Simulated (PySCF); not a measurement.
# C6H11FO: the cost of one run

Computed with PySCF 2.14.0 and routines of our own; the level stands in each step. Atoms count from 0.

## 1. The system as given

19 atoms, charge 0, multiplicity 1; geometry from: GFN2-xTB.

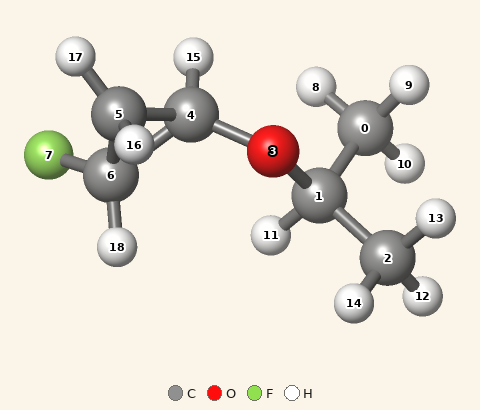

The starting geometry (carbon grey, oxygen red, fluorine green, hydrogen white).

## 2. Magnetic properties: GIAO wB97X-D/pcSseg-1

Job settings and geometry (Å):

```
{"job": {"kind": "mag", "xc": "wB97X-D", "basis": "pcSseg-1", "isotopologues": 2}, "charge": 0, "multiplicity": 1}
C     -1.820894    -1.074172    -0.184803
C     -1.019879     0.193594     0.113666
C     -1.750933     1.085755     1.110239
O      0.247742    -0.114469     0.698932
C      1.218342    -0.541758    -0.189664
C      2.643394    -0.168174     0.106985
C      1.929818     0.471654    -1.041150
F      2.286376     0.108264    -2.308205
H     -1.329513    -1.676381    -0.945181
H     -1.918661    -1.666865     0.721684
H     -2.811303    -0.808689    -0.543906
H     -0.852784     0.746789    -0.824227
H     -2.704501     1.403995     0.699319
H     -1.921677     0.537891     2.032538
H     -1.149148     1.961668     1.335763
H      1.046903    -1.516135    -0.643303
H      2.829496     0.442720     0.975303
H      3.408035    -0.895685    -0.112919
H      1.659384     1.519249    -1.008532
```

Level: GIAO wB97X-D/pcSseg-1 magnetisability, rotational g tensor and spin-rotation constants, non-relativistic, gas phase.

Started as:

```bash
OMP_NUM_THREADS=1 python excited_run.py task.json out
```

This one command runs all jobs of the session in turn.

Q: Estimate the wall time and peak memory of this first job on 1 thread of Intel Xeon 6975P-C, shared host.

About 35 s, with a peak of 1 GiB.
